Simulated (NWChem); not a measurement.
# One shape, several levels: [BNH4]− (SMILES [BH2-]N)

Aim: a comparison of 5 runs (UHF/3-21G, UHF/def2-TZVP, UPBE0/def2-SVP, USVWN5/pcseg-1, UMP2/STO-3G) of [BNH4]−. 

The results are computed with NWChem 7.3.0.

## Step 1: The molecule

The species is [BNH4]− (6 atoms), meant as a doublet with charge -1. SMILES: `[BH2-]N`. The shape is that of a GFN2-xTB optimisation.

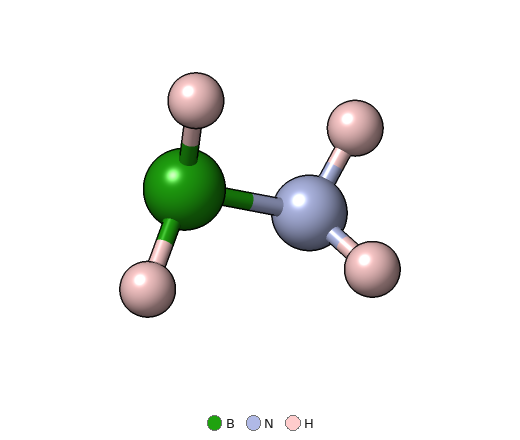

Viewed from a chosen angle; boron green, nitrogen light blue, hydrogen pink.

## Step 2: Energy and gradient at UHF/3-21G (run 1)

Contents of mol.nw:

```
start mol
title "BH4N"
memory stack 880 mb heap 220 mb global 1100 mb
charge -1
geometry units atomic noautosym nocenter noautoz
B     -0.77327593    -1.29327187     0.34247507
N     -0.33090994     1.64194524     0.18617582
H      1.17208373    -2.50023994     1.08451382
H     -1.52635069    -2.13905659    -1.72976081
H      0.55977467     2.14296832    -1.46714557
H      0.89867816     2.14765484     1.58372277
end
basis spherical bse
* library 3-21G
end
scf
doublet
uhf
thresh 1e-08
maxiter 80
print medium
end
task scf gradient
```

Command:

```sh
$ nwchem mol.nw > mol.out
```

The log of the run:

```text
[...]
  functions       =    26
[...]
  wavefunction    = UHF
[...]
         Total SCF energy =    -80.920951705135
      One electron energy =   -172.861026077688
      Two electron energy =     61.772856618430
 Nuclear repulsion energy =     30.167217754123
                       Sz =      0.5000
                 Sz(Sz+1) =      0.7500
                      S^2 =      0.7559
[...]
                         UHF ENERGY GRADIENTS
    atom               coordinates                        gradient
                 x          y          z           x          y          z
   1 B      -0.773276  -1.293272   0.342475   -0.012537   0.004878   0.008308
   2 N      -0.330910   1.641945   0.186176   -0.010056  -0.003357   0.001203
   3 H       1.172084  -2.500240   1.084514    0.008925  -0.000046   0.000468
   4 H      -1.526351  -2.139057  -1.729761    0.002386  -0.000528  -0.005821
   5 H       0.559775   2.142968  -1.467146    0.005469   0.002231  -0.004999
   6 H       0.898678   2.147655   1.583723    0.005812  -0.003178   0.000840
[...]
```

Run time: 0.7 s. Hardware: 1 thread of AMD EPYC 9R45 (Zen 5), shared host; peak memory 0.099 GiB.

## Step 3: Energy and forces at UHF/def2-TZVP (run 2)

Contents of bh4n.nw:

```
START bh4n
memory 2200 mb
charge -1

GEOMETRY units angstroms noautosym nocenter noautoz
   B       -0.409200      -0.684370       0.181230
   N       -0.175110       0.868880       0.098520
   H        0.620240      -1.323070       0.573900
   H       -0.807710      -1.131940      -0.915350
   H        0.296220       1.134010      -0.776380
   H        0.475560       1.136490       0.838070
END

BASIS "ao basis" spherical bse
   * library def2-TZVP
END

SCF
   doublet
   uhf
   thresh 1e-08
   maxiter 80
   print low
END

TASK scf gradient
```

Command:

```sh
$ nwchem bh4n.nw > bh4n.out
```

The log of the run:

```text
[...]
  functions       =    86
[...]
  wavefunction    = UHF
[...]
         Total SCF energy =    -81.429537159994
      One electron energy =   -173.112134924626
      Two electron energy =     61.515377819838
 Nuclear repulsion energy =     30.167219944793
                       Sz =      0.5000
                 Sz(Sz+1) =      0.7500
                      S^2 =      0.7556
[...]
                         UHF ENERGY GRADIENTS
    atom               coordinates                        gradient
                 x          y          z           x          y          z
   1 B      -0.773276  -1.293272   0.342475   -0.020383  -0.006746   0.014926
   2 N      -0.330910   1.641945   0.186176   -0.016026   0.001061  -0.000404
   3 H       1.172084  -2.500240   1.084514    0.012178  -0.002378  -0.000923
   4 H      -1.526351  -2.139056  -1.729761    0.002742  -0.001223  -0.008596
   5 H       0.559775   2.142968  -1.467145    0.010050   0.007233  -0.016931
   6 H       0.898678   2.147655   1.583723    0.011440   0.002054   0.011929
 Task  times  cpu:       10.9s     wall:       10.9s
 Total times  cpu:       10.9s     wall:       10.9s
```

It took 11 s on 1 thread of AMD EPYC 9R45 (Zen 5), shared host; peak memory 0.12 GiB.

Runs 3 to 4 aren't shown in full; the table further down has their settings and results.

## Step 4: Energy and forces at UMP2/STO-3G (run 5)

Contents of mymol.nw:

```
start mymol
title "BH4N"
memory total 2200 mb
charge -1

geometry units angstrom noautosym nocenter noautoz
   B       -0.409200      -0.684370       0.181230
   N       -0.175110       0.868880       0.098520
   H        0.620240      -1.323070       0.573900
   H       -0.807710      -1.131940      -0.915350
   H        0.296220       1.134010      -0.776380
   H        0.475560       1.136490       0.838070
end

basis spherical bse
   B library STO-3G
   N library STO-3G
   H library STO-3G
end

scf
   nopen 1
   uhf
   thresh 1e-08
   maxiter 80
end

mp2
   freeze core 2
   tight
end

task mp2 gradient
```

Command:

```sh
$ nwchem mymol.nw > mymol.out
```

The log of the run:

```text
[...]
  functions       =    14
[...]
  wavefunction    = UHF
[...]
         Total SCF energy =    -80.209308742438
      One electron energy =   -173.987317619491
      Two electron energy =     63.610788932260
 Nuclear repulsion energy =     30.167219944793
                       Sz =      0.5000
                 Sz(Sz+1) =      0.7500
                      S^2 =      0.7561
[...]
          Total MP2 energy           -80.284580045985
[...]
                         mp2 ENERGY GRADIENTS
    atom               coordinates                        gradient
                 x          y          z           x          y          z
   1 B      -0.773276  -1.293272   0.342475   -0.023805   0.026641   0.016940
   2 N      -0.330910   1.641945   0.186176    0.055136   0.015129  -0.003087
   3 H       1.172084  -2.500240   1.084514    0.026744  -0.015316   0.009172
   4 H      -1.526351  -2.139056  -1.729761   -0.006931  -0.010254  -0.024492
   5 H       0.559775   2.142968  -1.467145   -0.022576  -0.005944   0.018841
   6 H       0.898678   2.147655   1.583723   -0.028566  -0.010257  -0.017375
[...]
```

Wall time 0.86 s (1 thread of AMD EPYC 9R45 (Zen 5), shared host); peak memory 0.1 GiB.

## Step 5: Overview of the runs

```
run           level  iteration cap  module  energy (Eh)  HOMO energy (eV)  LUMO energy (eV)   ⟨S²⟩  wall time
  1       UHF/3-21G             80     scf   -80.920952              0.22             11.58  0.756      0.7 s
  2   UHF/def2-TZVP             80     scf   -81.429537                 –                 –  0.756       11 s
  3  UPBE0/def2-SVP            100     dft   -81.786083              2.71              6.67  0.752       12 s
  4  USVWN5/pcseg-1            100     dft   -81.170556              3.62              4.89  0.751      4.5 s
  5     UMP2/STO-3G             80     mp2   -80.284580              3.27             19.36  0.756     0.86 s
```

## Step 6: Results

| quantity | value |
| --- | --- |
| run 5: total energy | -80.28458 Eh |
| run 5: HOMO energy (Hartree–Fock orbitals) (highest over α and β) | 3.27 eV |
| run 5: LUMO energy (Hartree–Fock orbitals) (lowest over α and β) | 19.36 eV |
| run 5: correlation energy (2 core orbitals frozen) | -75.3 mEh |
| run 5: ⟨S²⟩ of the reference determinant | 0.756 |
| run 5: largest force on an atom | 2.944 eV/Å |

**Reading.** Totals of different functionals can't be ranked against each other. In runs 1, 3, 4, 5 the HOMO lies above zero, so the outermost electron may be held by the basis alone. In run 5 the basis is minimal, so the values are rough. All runs together took 29 s, the longest 12 s.
